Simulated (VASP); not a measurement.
Band structure of HfN (space group Fm-3m). Calculation: PBEsol GGA, VASP's PBE PAW potentials (set 64) (plane waves; VASP).

Unless said otherwise, spin-orbit coupling is left out, though it shifts the bands of the heavy elements here.

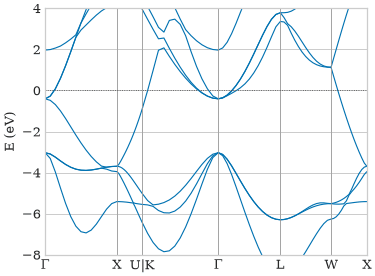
Fig. 1. Bands along high-symmetry lines, zero at the valence-band maximum or, without a gap, the Fermi level

Q: Read the plot: is there a gap, and where are the band edges?

A: It has no gap at this level: it comes out as a metal or semimetal. (Edges off the drawn lines would not show.)

The structure comes from a measured HfN entry (Fm-3m) of the Crystallography Open Database, whose conditions weren't checked. It was relaxed first. The electron count is odd and the run is not spin-polarised, which forces a metal.
